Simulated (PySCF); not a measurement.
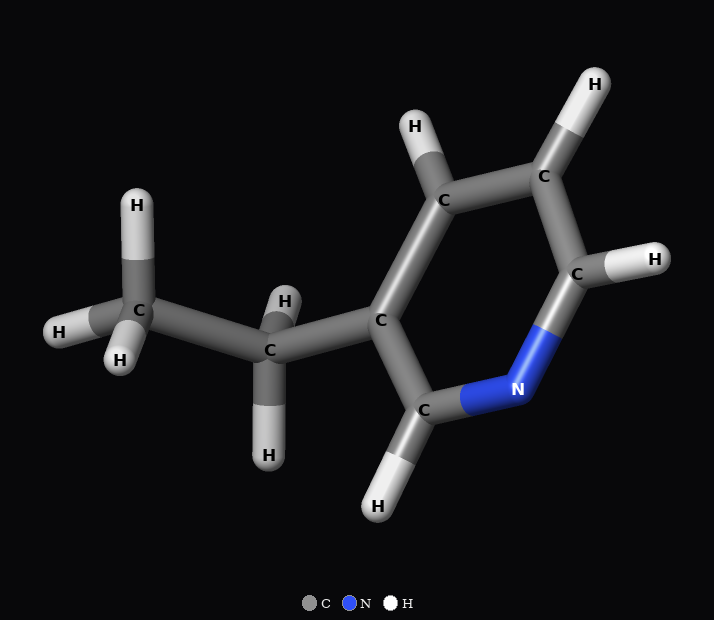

Computed geometry: PBE0-D3(BJ)/def2-SVP optimisation. No frequency run is at hand to confirm it as a minimum. Level of theory: B3LYP/def2-SVPD, gas phase (PySCF 2.14.0). Excitations: vertical, linear response.

Computed properties:

The species is C₇H₉N (`CCc1cccnc1`).
- dipole moment: 2.51 D
- HOMO energy (Kohn–Sham orbital): −7.03 eV
- LUMO energy (Kohn–Sham orbital): −1.00 eV
- HOMO–LUMO gap: 6.04 eV
- mean static polarisability: 88.4 bohr³
- lowest vertical singlet excitation: 4.73 eV
- its oscillator strength: 0.004
- brightest of the 10 lowest singlets: 7.13 eV
- its oscillator strength: 0.46
